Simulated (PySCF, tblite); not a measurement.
# C6H13FSi2: geometry, infrared bands and NMR shifts

Aim: predict the infrared bands and NMR shifts of C6H13FSi2 (`C[SiH2]/C=C1\CC[SiH2][C@@H]1F`).

Computed with tblite 0.8.0 and PySCF 2.14.0, with density-fitted response routines of our own, on a single molecule in the gas phase. Atoms are numbered from 0 throughout.

### Step 1. The molecule as given

22 atoms, charge 0, multiplicity 1; geometry from: force field or distance geometry start.

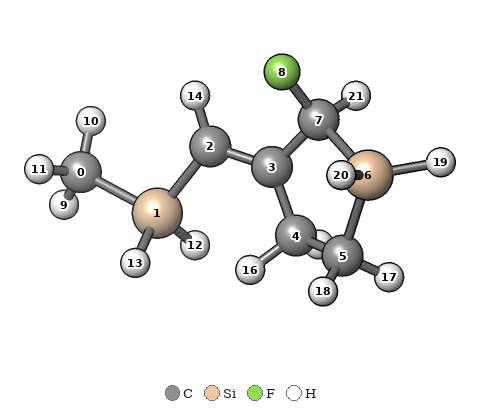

As it starts; carbon grey, silicon light orange, fluorine green, hydrogen white, atoms numbered.

### Step 2. Geometry optimisation with GFN2-xTB

What the job is given:

```
{"job": {"kind": "relax", "xc": "GFN2-xTB", "basis": "xTB"}, "charge": 0, "multiplicity": 1}
C      3.818700     0.238100     0.403200
Si     2.058500     0.718600    -0.097800
C      0.899300    -0.646800     0.407100
C     -0.387600    -0.529400    -0.040600
C     -0.858500     0.572900    -0.842800
C     -2.281000     0.908100    -0.654700
Si    -2.996200    -0.545200     0.253700
C     -1.406000    -1.528600     0.285400
F     -1.168800    -2.033300     1.561500
H      4.511900     0.753900    -0.280600
H      3.991900    -0.841600     0.375800
H      4.015200     0.597500     1.447500
H      2.059200     0.845400    -1.554900
H      1.709500     1.978100     0.531700
H      1.183100    -1.469500     1.003700
H     -0.626800     0.381600    -1.912800
H     -0.234800     1.480600    -0.572500
H     -2.779000     0.930100    -1.648900
H     -2.510700     1.848400    -0.121500
H     -4.069900    -1.219500    -0.474100
H     -3.410600    -0.083000     1.590700
H     -1.527900    -2.337300    -0.461400
```

Started as:

```bash
OMP_NUM_THREADS=1 python probes_run.py task.json out
```

One launch serves the whole session: the jobs run in the order shown.

What it wrote:

```text
step      E/eV     max force
  0    -751.07850    3.479
  1    -751.36662    2.751
  2    -751.46361    0.693
  3    -751.51695    0.592
  4    -751.58179    0.426
  5    -751.60568    0.397
  6    -751.62722    0.332
  7    -751.63634    0.232
  8    -751.64574    0.261
  9    -751.65487    0.269
 10    -751.66357    0.278
 11    -751.66976    0.222
 12    -751.67500    0.171
 13    -751.68089    0.174
 14    -751.68739    0.220
 15    -751.69360    0.283
 16    -751.69921    0.236
 17    -751.70416    0.172
 18    -751.70846    0.164
 19    -751.71208    0.150
 20    -751.71517    0.178
 21    -751.71821    0.139
 22    -751.72135    0.130
 23    -751.72427    0.125
 24    -751.72685    0.124
 25    -751.72949    0.134
 26    -751.73282    0.173
 27    -751.73664    0.179
 28    -751.73975    0.121
 29    -751.74178    0.094
 30    -751.74346    0.091
 31    -751.74549    0.118
 32    -751.74785    0.128
 33    -751.74998    0.108
 34    -751.75179    0.099
 35    -751.75373    0.112
 36    -751.75648    0.154
 37    -751.76015    0.189
 38    -751.76394    0.156
 39    -751.76714    0.112
 40    -751.77008    0.129
 41    -751.77336    0.139
 42    -751.77671    0.119
 43    -751.77934    0.098
 44    -751.78119    0.089
 45    -751.78289    0.104
 46    -751.78488    0.095
 47    -751.78713    0.129
 48    -751.78933    0.117
 49    -751.79147    0.099
 50    -751.79288    0.085
 51    -751.79416    0.071
 52    -751.79502    0.063
 53    -751.79566    0.056
 54    -751.79621    0.049
 55    -751.79678    0.050
 56    -751.79738    0.056
 57    -751.79799    0.055
 58    -751.79861    0.046
 59    -751.79924    0.051
 60    -751.79991    0.059
 61    -751.80067    0.067
 62    -751.80154    0.064
 63    -751.80257    0.080
 64    -751.80366    0.078
 65    -751.80467    0.074
 66    -751.80549    0.079
 67    -751.80626    0.061
 68    -751.80712    0.068
 69    -751.80865    0.086
 70    -751.81020    0.100
 71    -751.81223    0.123
 72    -751.81382    0.113
 73    -751.81490    0.063
 74    -751.81551    0.046
 75    -751.81597    0.042
 76    -751.81633    0.060
 77    -751.81666    0.057
 78    -751.81702    0.048
 79    -751.81743    0.047
 80    -751.81777    0.047
 81    -751.81805    0.044
 82    -751.81834    0.034
 83    -751.81858    0.035
 84    -751.81876    0.027
 85    -751.81887    0.019
 86    -751.81897    0.020
 87    -751.81905    0.021
 88    -751.81913    0.022
 89    -751.81920    0.017
 90    -751.81927    0.019
 91    -751.81932    0.016
 92    -751.81937    0.018
 93    -751.81944    0.019
 94    -751.81953    0.020
 95    -751.81961    0.021
 96    -751.81967    0.019
 97    -751.81973    0.020
 98    -751.81981    0.021
 99    -751.81993    0.029
100    -751.82008    0.028
101    -751.82021    0.024
102    -751.82031    0.021
103    -751.82042    0.025
104    -751.82057    0.032
105    -751.82072    0.026
106    -751.82083    0.019
107    -751.82090    0.017
108    -751.82096    0.023
109    -751.82103    0.023
110    -751.82110    0.023
111    -751.82115    0.016
112    -751.82118    0.017
113    -751.82122    0.017
114    -751.82129    0.017
115    -751.82137    0.019
116    -751.82143    0.018
117    -751.82146    0.018
118    -751.82150    0.017
119    -751.82155    0.020
120    -751.82163    0.025
121    -751.82171    0.020
122    -751.82177    0.017
123    -751.82183    0.022
124    -751.82192    0.028
125    -751.82209    0.039
126    -751.82234    0.044
127    -751.82257    0.029
128    -751.82271    0.023
129    -751.82279    0.018
130    -751.82288    0.025
131    -751.82301    0.031
132    -751.82314    0.030
133    -751.82323    0.034
134    -751.82329    0.022
135    -751.82336    0.021
136    -751.82345    0.017
137    -751.82350    0.014
138    -751.82354    0.011
139    -751.82355    0.011
140    -751.82358    0.012
141    -751.82362    0.016
142    -751.82368    0.018
143    -751.82372    0.015
144    -751.82375    0.008
```

Run time: 2.5 s. Hardware: 1 thread of Arm Neoverse N1, shared host; peak memory 0.18 GiB.

Relaxation path: (not every step is listed)

```
step  energy from step 0 (eV)  largest force (eV/Å)
   0                   0.0000                3.4794
   1                  -0.2881                2.7506
   2                  -0.3851                0.6933
   3                  -0.4384                0.5922
   4                  -0.5033                0.4262
   5                  -0.5272                0.3969
   6                  -0.5487                0.3325
   7                  -0.5578                0.2319
   8                  -0.5672                0.2613
  21                  -0.6397                0.1392
  34                  -0.6733                0.0994
  47                  -0.7086                0.1295
  60                  -0.7214                0.0590
  73                  -0.7364                0.0626
  86                  -0.7405                0.0202
  99                  -0.7414                0.0289
 112                  -0.7427                0.0166
 125                  -0.7436                0.0389
 138                  -0.7450                0.0114
 139                  -0.7450                0.0110
 140                  -0.7451                0.0116
 141                  -0.7451                0.0163
 142                  -0.7452                0.0179
 143                  -0.7452                0.0151
 144                  -0.7453                0.0077
```

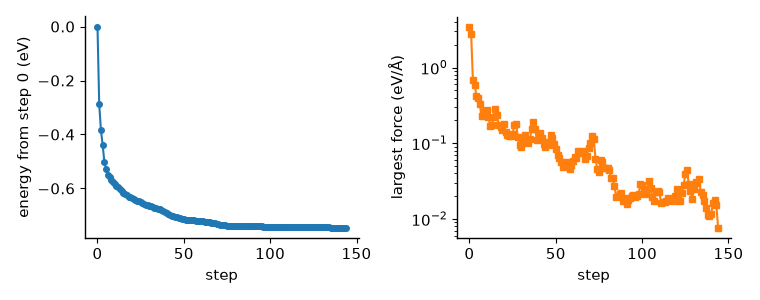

Energy and force, step by step.

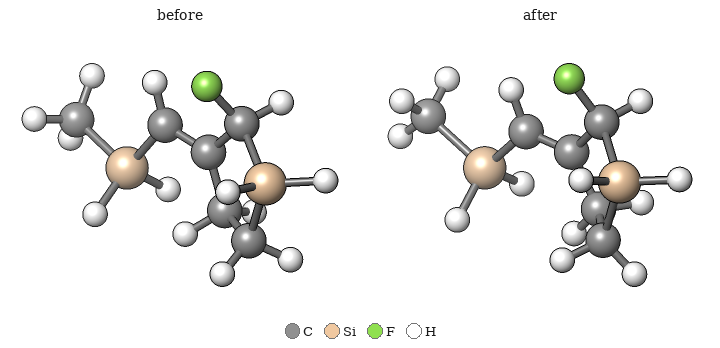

The geometry before (left) and after (right).

Close pairs (by a distance rule), those that changed most:

```
  bond  before (Å)  after (Å)  change (Å)
 C4–C5       1.474      1.537      +0.064
Si6–C7       1.870      1.930      +0.060
 C3–C4       1.442      1.500      +0.058
C5–Si6       1.857      1.907      +0.050
C4–H16       1.134      1.089      -0.045
 C3–C7       1.463      1.505      +0.041
 C2–C3       1.368      1.328      -0.040
C0–H11       1.122      1.086      -0.035
```

The next job starts from the end point, and lists it.

### Step 3. Vibrational analysis with GFN2-xTB

What the job is given:

```
{"job": {"kind": "ir", "xc": "GFN2-xTB", "basis": "xTB"}, "charge": 0, "multiplicity": 1}
C      3.802054     0.263455     0.636198
Si     2.184543     0.779283    -0.207601
C      0.872420    -0.484172     0.252151
C     -0.373401    -0.528828    -0.205841
C     -0.994461     0.444263    -1.164225
C     -2.292312     0.976122    -0.534928
Si    -3.030580    -0.508312     0.407925
C     -1.403080    -1.531285     0.240553
F     -1.034867    -2.179730     1.408218
H      4.577740     1.007213     0.481543
H      4.170033    -0.680568     0.244011
H      3.669401     0.144952     1.707966
H      2.388234     0.834948    -1.664790
H      1.793297     2.121683     0.254864
H      1.157571    -1.248262     0.966555
H     -1.232830    -0.081073    -2.094214
H     -0.300982     1.250339    -1.399896
H     -2.947289     1.401321    -1.293346
H     -2.047942     1.782815     0.157218
H     -4.134177    -1.167596    -0.294399
H     -3.337458    -0.250937     1.811206
H     -1.496325    -2.326242    -0.511586
```

What it wrote:

```text
mode    cm-1     km/mol
  1      32.6      0.80
  2      56.0      0.40
  3      90.1      0.23
  4     105.8      0.47
  5     125.1      0.14
  6     155.9      0.36
  7     195.2      2.90
  8     232.2      4.44
  9     265.8      5.14
 10     369.6     17.55
 11     410.9      1.32
 12     459.8     26.92
 13     463.0     80.19
 14     478.6      8.83
 15     536.7      3.34
 16     587.9      8.01
 17     604.6     23.47
 18     642.2    157.07
 19     681.4    243.37
 20     690.4     10.18
 21     721.2     56.16
 22     742.8     16.33
 23     758.9    331.33
 24     766.1     36.10
 25     793.1      4.08
 26     799.4    297.15
 27     820.7      5.22
 28     835.1    109.53
 29     845.5    245.09
 30     918.5     10.12
 31     936.7     36.05
 32    1029.4     13.54
 33    1047.8     45.65
 34    1102.0      1.68
 35    1115.3     16.29
 36    1132.5      2.43
 37    1179.1      5.77
 38    1260.1      3.22
 39    1263.9     14.11
 40    1292.2      0.44
 41    1316.0     11.71
 42    1376.7      9.61
 43    1472.2      1.00
 44    1484.2      3.29
 45    1492.8      0.10
 46    1497.0      0.03
 47    1690.9    146.00
 48    2170.9    462.63
 49    2188.4    177.67
 50    2259.6    339.18
 51    2309.8    276.30
 52    2871.5     45.96
 53    2939.9     34.57
 54    2983.9     38.64
 55    3006.0     36.40
 56    3010.8     33.76
 57    3030.8     15.99
 58    3034.6     39.96
 59    3037.1     35.24
 60    3044.8     23.70
```

It took 2.1 s on 1 thread of Arm Neoverse N1, shared host; peak memory 0.18 GiB.

Which atoms move in the most intense modes:

```
cm⁻¹  km/mol                        atoms
 681   243.4  H12 26 %, H13 25 %, H9 12 %
 759   331.3           H19 35 %, H20 34 %
 799   297.1           H12 36 %, H13 34 %
 846   245.1   H9 32 %, H11 14 %, C0 13 %
2171   462.6           H13 57 %, H12 39 %
2188   177.7           H12 58 %, H13 40 %
2260   339.2                     H19 97 %
2310   276.3                     H20 97 %
```

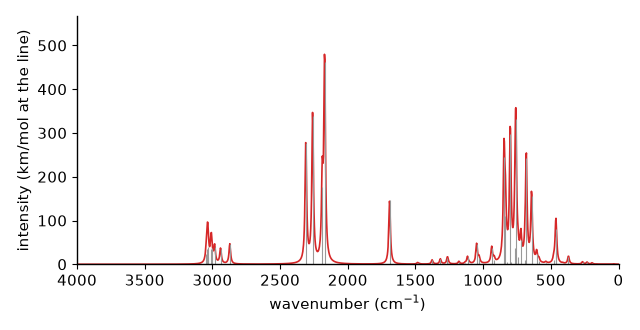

The infrared spectrum from these modes, unscaled. Lines are broadened to a width of 14 cm⁻¹ (Lorentzian).

### Step 4. Nuclear shieldings: PBE0/pcSseg-1

Settings changed since step 3:

```diff
@@ -1,2 +1,2 @@
-{"job": {"kind": "ir", "xc": "GFN2-xTB", "basis": "xTB"}, "charge": 0, "multiplicity": 1}
+{"job": {"kind": "nmr", "xc": "PBE0", "basis": "pcSseg-1"}, "charge": 0, "multiplicity": 1}
 C      3.802054     0.263455     0.636198
```

With the program's defaults for keys left out, this is: GIAO PBE0/pcSseg-1 NMR shielding, non-relativistic, gas phase.

What it wrote:

```text
coarse grid: 18912 points
cycle   1  E = -914.4387123298  dE =  8.398e-01  |g| = 6.256e-01  |ddm| = 4.235e+00
cycle   2  E = -914.3913652892  dE =  4.735e-02  |g| = 8.093e-01  |ddm| = 1.255e+00
cycle   3  E = -914.5225215715  dE = -1.312e-01  |g| = 1.050e-01  |ddm| = 7.704e-01
cycle   4  E = -914.5243239219  dE = -1.802e-03  |g| = 5.291e-02  |ddm| = 1.393e-01
cycle   5  E = -914.5250061235  dE = -6.822e-04  |g| = 1.045e-02  |ddm| = 5.624e-02
cycle   6  E = -914.5250260664  dE = -1.994e-05  |g| = 4.251e-03  |ddm| = 1.073e-02
cycle   7  E = -914.5250301665  dE = -4.100e-06  |g| = 4.756e-04  |ddm| = 4.490e-03
final grid: 172544 points
cycle   8  E = -914.5849203329  dE = -4.111e-05  |g| = 8.972e-03  |ddm| = 3.418e-02
cycle   9  E = -914.5849070800  dE =  1.325e-05  |g| = 1.187e-02  |ddm| = 1.946e-02
cycle  10  E = -914.5849402824  dE = -3.320e-05  |g| = 1.451e-03  |ddm| = 1.144e-02
cycle  11  E = -914.5849406658  dE = -3.833e-07  |g| = 4.219e-04  |ddm| = 1.636e-03
cycle  12  E = -914.5849407055  dE = -3.974e-08  |g| = 1.266e-04  |ddm| = 4.526e-04
cycle  13  E = -914.5849407087  dE = -3.185e-09  |g| = 3.583e-05  |ddm| = 1.297e-04
cycle  14  E = -914.5849407090  dE = -2.706e-10  |g| = 5.055e-06  |ddm| = 3.846e-05
converged SCF energy = -914.5849407090

GIAO shielding tensors (ppm)
atom      isotropic    diamagn.    paramagn.     s11        s22        s33       span
  0 C      194.137     252.050     -57.913    190.941    192.333    199.136      8.195
  1 Si     408.757     882.372    -473.615    375.894    397.627    452.750     76.856
  2 C       70.000     258.864    -188.864    -27.804     66.786    171.017    198.821
  3 C       15.354     266.312    -250.958   -102.888     20.846    128.105    230.993
  4 C      153.032     249.123     -96.091    132.689    156.908    169.499     36.809
  5 C      178.441     252.714     -74.273    163.001    174.415    197.907     34.906
  6 Si     388.561     879.790    -491.229    365.987    375.916    423.778     57.791
  7 C       93.101     244.233    -151.133     50.920     79.899    148.483     97.563
  8 F      428.888     474.897     -46.010    398.098    411.380    477.186     79.088
  9 H       31.526      27.237       4.289     26.729     28.226     39.622     12.892
 10 H       31.367      29.896       1.471     27.000     28.754     38.346     11.345
 11 H       31.395      30.867       0.528     26.846     29.166     38.172     11.326
 12 H       27.129      31.056      -3.927     23.021     27.039     31.326      8.305
 13 H       27.124      31.329      -4.204     23.013     27.094     31.266      8.253
 14 H       25.887      35.075      -9.188     22.446     23.992     31.223      8.777
 15 H       29.562      32.145      -2.583     25.869     27.822     34.996      9.127
 16 H       29.094      34.069      -4.975     23.665     28.623     34.994     11.329
 17 H       30.707      28.972       1.735     25.832     27.808     38.483     12.650
 18 H       30.560      31.623      -1.063     25.708     28.855     37.118     11.409
 19 H       27.419      28.105      -0.686     24.130     25.048     33.080      8.950
 20 H       27.478      28.387      -0.909     24.506     25.120     32.809      8.303
 21 H       26.052      29.548      -3.496     23.413     26.975     27.767      4.354
```

It took 99 s on 1 thread of Arm Neoverse N1, shared host; peak memory 1.1 GiB.

The references, computed at this level on geometries of the same kind, shield at (ppm): 1H TMS 31.72, 13C TMS 186.9, 29Si TMS 349.2, 19F CFCl3 170.9. Their shielding less the atom's gives the shift. The references are single molecules in the gas phase, so shifts against H2O, NH3, PH3, H3PO4 or CFCl3 are not on the usual liquid scales and can be off by tens of ppm. Atoms listed in one row are averaged.

```
       atoms                                                environment  σ (ppm)  δ (ppm)  δ scaled to CDCl3
          C3                            fully substituted alkene carbon     15.4    171.6              165.5
          C2                                                  alkene CH     70.0    116.9              112.2
          C7                          allylic sp3 CH bonded to F and Si     93.1     93.8               89.7
          C4                                            allylic sp3 CH2    153.0     33.9               31.2
          C5                                       sp3 CH2 bonded to Si    178.4      8.5                6.4
          C0                                 methyl carbon bonded to Si    194.1     -7.2               -9.0
         H14                                   hydrogen on an alkene CH    25.89     5.83               5.60
         H21           hydrogen on an allylic sp3 CH bonded to F and Si    26.05     5.66               5.45
         H13                        hydrogen on a silicon bonded to 2 C    27.12     4.59                  –
         H12                        hydrogen on a silicon bonded to 2 C    27.13     4.59                  –
         H19  hydrogen on a silicon bonded to 2 C, in a 5-membered ring    27.42     4.30                  –
         H20  hydrogen on a silicon bonded to 2 C, in a 5-membered ring    27.48     4.24                  –
         H16                             hydrogen on an allylic sp3 CH2    29.09     2.62               2.58
         H15                             hydrogen on an allylic sp3 CH2    29.56     2.15               2.14
         H18                        hydrogen on an sp3 CH2 bonded to Si    30.56     1.16               1.20
         H17                        hydrogen on an sp3 CH2 bonded to Si    30.71     1.01               1.06
H9, H10, H11                   hydrogen on a methyl carbon bonded to Si    31.43     0.29               0.38
         Si6           silicon bonded to 2 C, 2 H, in a 5-membered ring    388.6    -39.4                  –
         Si1                                 silicon bonded to 2 C, 2 H    408.8    -59.6                  –
          F8                                  fluorine on an sp3 carbon    428.9   -257.9                  –
```

The scaled column applies a straight-line fit of computed shieldings to shifts measured in CDCl3, and one for carbons that bear F (root-mean-square error 0.16 ppm for H, 1.9 ppm for C).

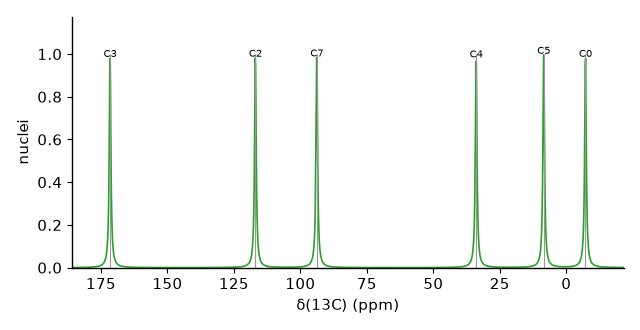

13C lines at the computed shifts, without couplings. Lines are broadened to a width of 0.72 ppm (Lorentzian).

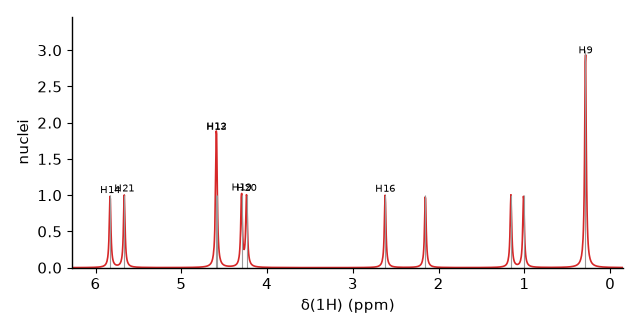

1H lines at the computed shifts, without couplings. Lines are broadened to a width of 0.02 ppm (Lorentzian).

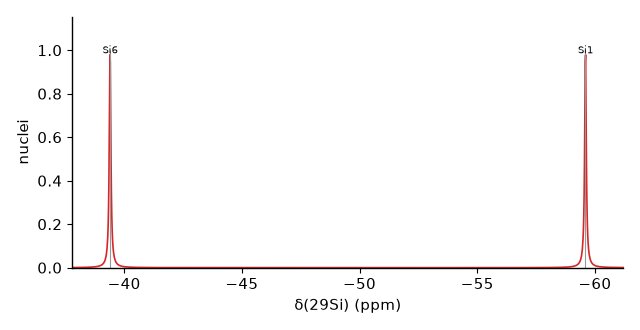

29Si lines at the computed shifts, without couplings. Lines are broadened to a width of 0.08 ppm (Lorentzian).

The run also stored atomic charges by several schemes (e):

```
atoms  Mulliken    IAO  Hirshfeld  ESP fit
   C0     -0.63  -0.71      -0.21    -0.72
  Si1      0.65   0.76       0.33     0.74
   C2     -0.31  -0.46      -0.16    -0.49
   C3     -0.38   0.02       0.00    -0.04
   C4     -0.14  -0.26      -0.07     0.03
   C5     -0.52  -0.54      -0.16    -0.23
  Si6      0.68   0.74       0.35     0.37
   C7      0.05  -0.09      -0.03     0.14
   F8     -0.33  -0.32      -0.12    -0.26
```

Mulliken charges:

C0 -0.63; Si1 0.65; C2 -0.31; C3 -0.38; C4 -0.14; C5 -0.52; Si6 0.68; C7 0.05; F8 -0.33; H9 0.14; H10 0.14; H11 0.14; H12 -0.09; H13 -0.08; H14 0.10; H15 0.14; H16 0.14; H17 0.14; H18 0.15; H19 -0.08; H20 -0.06; H21 0.14

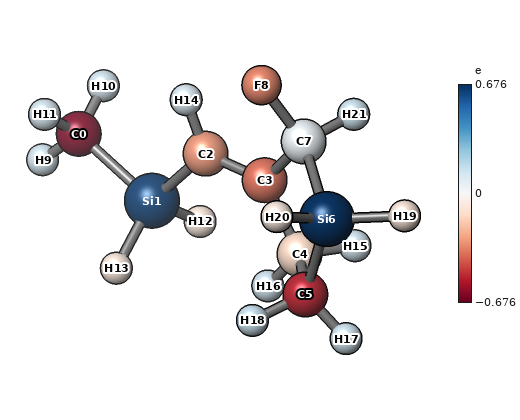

Mulliken charges, as colours on the atoms.

Mayer bond orders: C0–Si1 0.96, Si1–C2 0.89, C2–C3 1.94, C3–C4 1.01, C4–C5 1.01, C5–Si6 0.92, Si6–C7 0.85, C7–F8 0.86, C7–C3 0.98.

Ring of atoms C3, C4, C5, Si6, C7: NICS(0) -3.0, NICS(1) -3.5, NICS(1)zz 0.0 ppm (means of both faces).

### Step 5. Summary of results

| quantity | value |
| --- | --- |
| strongest single infrared mode (GFN2-xTB) | 2171 cm⁻¹, 463 km/mol |
| zero-point energy (GFN2-xTB) | 104.0 kcal/mol |
| 13C shifts against TMS (PBE0/pcSseg-1) | 171.6, 116.9, 93.8, 33.9, 8.5, -7.2 ppm |
| 1H shifts against TMS (PBE0/pcSseg-1, means over atoms taken as alike) | 5.83, 5.66, 4.59, 4.59, 4.30, 4.24, 2.62, 2.15, 1.16, 1.01, 0.29 ppm |
| 29Si shifts against TMS (PBE0/pcSseg-1) | -39.4, -59.6 ppm |
| 19F shifts against CFCl3 (PBE0/pcSseg-1) | -257.9 ppm |

**Reading.** Over 144 steps the energy fell by 0.745 eV; of the close pairs, C4–C5 changed most, 1.474 to 1.537 Å. No mode is imaginary among the 60: a minimum at this level. The strongest single mode, at 2171 cm⁻¹, moves mainly H13 and H12. GFN2-xTB is a fitted tight-binding method: band positions and strengths are rough. Its intensities can rank the bands wrongly. The most deshielded hydrogen is H14 (hydrogen on an alkene CH), at 5.83 ppm: attached to an sp2 carbon and in the plane of the double bond. At PBE0/pcSseg-1: The largest span, 231 ppm, is at C3, where the paramagnetic term is -251 ppm.
